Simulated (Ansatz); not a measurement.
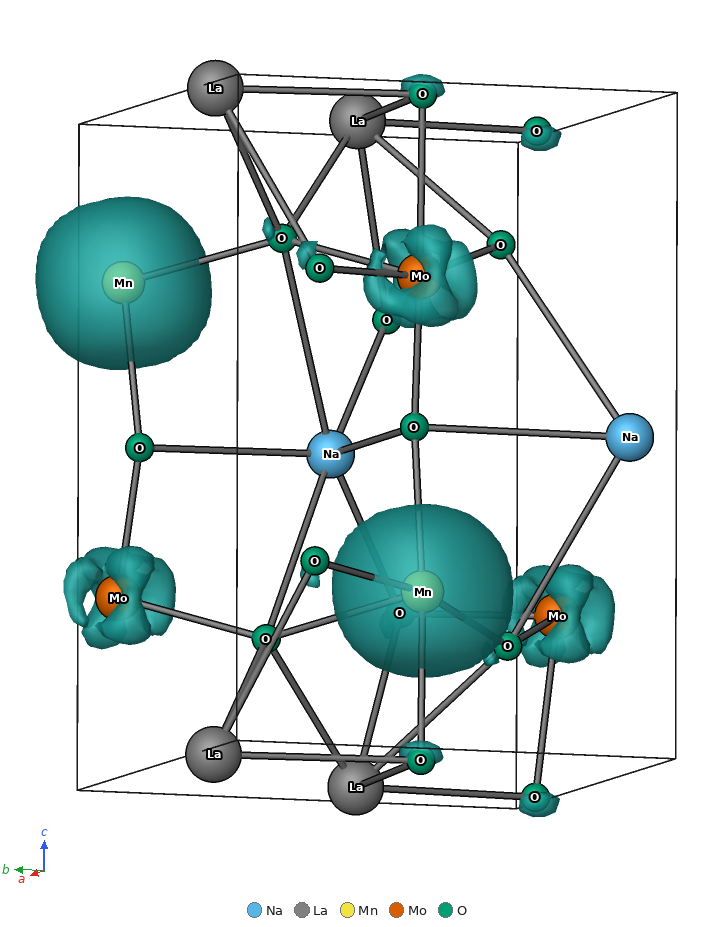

Figure. NaLaMnMoO6. Isosurfaces of the spin density at +0.1 (teal) and −0.1 e/Å³ (pink), seen at an oblique angle. Sticks mark near contacts.

Space group P2₁; a generated structure, not necessarily the stable one; the SCF solution may not be the lowest one; the program warned that another magnetic order may lie lower; spin-polarised.

These are results of DFT PBE, scalar-relativistic, plane waves, PAW in Ansatz 0.2.0, not measurements.

In a PAW calculation such maps are meaningful between the atoms, not at the nuclei.

### Where is the spin, and how is it ordered?

The spin density sits on Mn: +3.8 μB (×2) in one cell of 20 atoms, with smaller moments on other sites: Mo (up to +0.20 μB) and O (up to +0.06 μB): parallel moments (a ferromagnetic arrangement) in this solution. The cell of the calculation (20 atoms) carries 10.0 μB of net spin moment. Only one sign reaches the isovalue.
